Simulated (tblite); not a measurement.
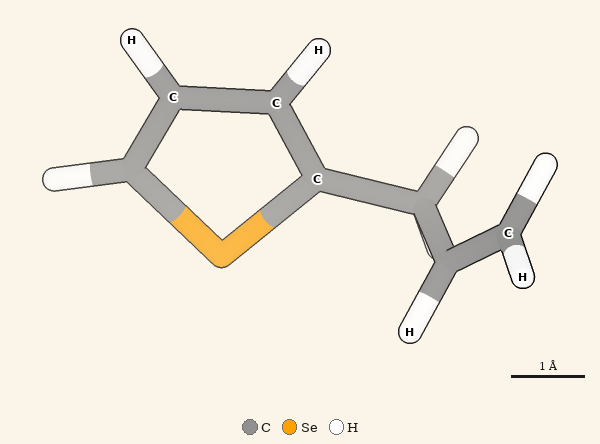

*The structure (stick view, seen at a tilt).*

Bond lengths as drawn: C–C 1.32 to 1.50 Å, C–H 1.07 to 1.09 Å and C–Se 1.86 to 1.88 Å.

# Run report: C7H8Se, nudged elastic band

- system: C7H8Se, SMILES C=CCc1ccc[se]1
- method: GFN2-xTB climbing-image nudged elastic band, gas phase (tblite 0.8.0)

## Input file
```
{"job": {"kind": "neb", "xc": "GFN2-xTB", "basis": "xTB", "atoms": [7, 3, 2, 1], "turn": 120}, "charge": 0, "multiplicity": 1}
C     -2.618393     1.113654    -0.160352
C     -1.764226     0.293933    -0.741238
C     -1.110694    -0.872300    -0.059002
C      0.366841    -0.636676     0.013621
C      1.025604     0.095513     0.950061
C      2.422392     0.216695     0.749844
C      2.894104    -0.411261    -0.354581
Se     1.547351    -1.265434    -1.302938
H     -3.049315     1.951946    -0.680552
H     -2.928633     0.976342     0.862920
H     -1.455089     0.449531    -1.767330
H     -1.312628    -1.784480    -0.628683
H     -1.514827    -0.988814     0.948803
H      0.520286     0.549663     1.786144
H      3.056282     0.766655     1.424977
H      3.913344    -0.446024    -0.694059
```

The first line tells a small driver script what to run in tblite; the rest is the geometry in Å.

Machine: 1 CPU thread, shared host.

Run as:
```bash
OMP_NUM_THREADS=1 python <driver script> task.json out
```

## What the program printed
```
image   E - E0 / eV
  0      -0.0000
  1      -0.0031
  2      -0.0030
  3       0.0023
  4       0.0093
  5       0.0136
  6       0.0126
  7       0.0070
  8       0.0003
```

## Summary

| quantity | value |
| --- | --- |
| outcome | converged |
| forward barrier | 0.014 eV |
| wall time | 8.2 s |
| peak memory | 0.18 GiB |
